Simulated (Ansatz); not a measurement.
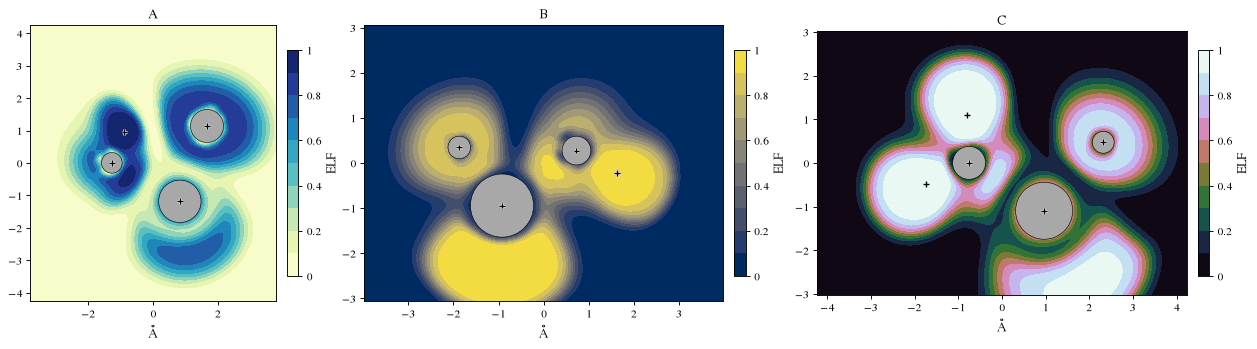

The electron localisation function of 3 systems, each on a plane through atoms (crosses mark nuclei in the plane; grey discs cover the cores).

Level of theory: isolated molecule in a Gaussian basis; Kohn-Sham density functional theory, functional PBE0 in Ansatz.

System 1: CH2FSn (charge −1), the molecular plane. Geometry: r2SCAN-D4/def2-SVPD; core potentials replace the inner electrons of Sn.

```xyz
5

C     0.8415   -0.9944    0.0173
F    -2.0257   -0.7644    1.1969
Sn   -0.8647    0.0759   -0.2981
H     0.9719   -1.7654    0.7927
H     1.7382   -0.8353   -0.6035
```

System 2: ClGeH6NSn (SMILES [NH3+][Sn-]([Cl])[GeH3]), the plane of atoms Cl1, Sn4 and N3. Geometry: PBE0-D3(BJ)/def2-SVP; core potentials replace the inner electrons of Sn.

```
atom    x (Å)    y (Å)    z (Å)
  Cl   0.3240   0.1102  -1.4791
  Ge  -0.7965  -2.7814   0.4454
   N  -2.0575  -1.6426  -2.5532
  Sn   0.2012  -2.2946  -2.0236
   H  -2.3204  -1.6470  -3.5383
   H  -1.9844  -0.6691  -2.2398
   H  -2.7955  -2.0961  -2.0142
   H  -2.1547  -2.0429   0.6217
   H   0.1198  -2.2707   1.5781
   H  -1.0997  -4.2705   0.7596
```

System 3: FH3NSi (SMILES [NH3+][Si]F) (charge +1), the plane of atoms Si3, N2 and H4. Geometry: B3LYP-D3(BJ)/6-311G**.

```xyz
6

F    -1.2349    0.2584    0.7901
N    -2.5179    2.4769    1.2154
Si   -2.7622    0.4396    1.2255
H    -3.3633    3.0022    1.4533
H    -1.7858    2.7617    1.8753
H    -2.2034    2.8036    0.2951
```

**Match each panel to its system.**

Panel A is system 2, ClGeH6NSn: the plane holds Cl, N, Sn and H. Sn–N (2.41 Å): the ELF peaks at about 0.95 in the valence shell of N, 0.6 Å from its nucleus, and drops to about 0.15 between the two atoms. Panel B is system 3, FH3NSi: the plane holds F, N, Si and H. Si–F (1.60 Å): the ELF peaks at about 0.85 in the valence shell of F, 0.6 Å from its nucleus, and is about 0.50 at the midpoint. Panel C is system 1, CH2FSn: the plane holds C, F, Sn and H. C–Sn (2.04 Å): the ELF peaks at about 0.90 in the valence shell of C, 0.7 Å from its nucleus, and drops to about 0.20 between the two atoms.
